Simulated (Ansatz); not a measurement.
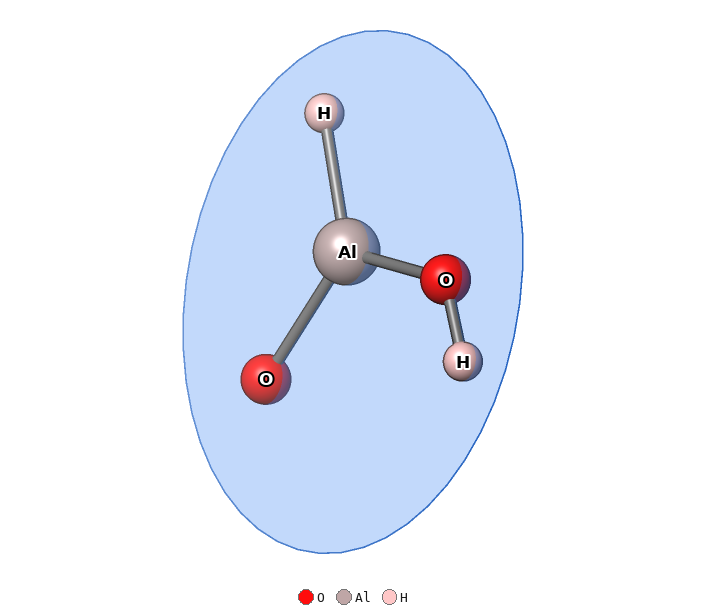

All proper rotation axes (lines) and mirror planes (discs) of the structure are drawn in. Atoms fade into the background with distance from the viewer. The species is neutral and a spin doublet. The computed structure is the end point of a PBE0-D4/def2-TZVP optimisation. No frequency run is at hand to confirm it as a minimum.

> Name the symmetry elements and the point group.

It has 1 mirror plane. Point group Cs. The group has 2 operations. The geometry is achiral, and symmetry allows a dipole moment.
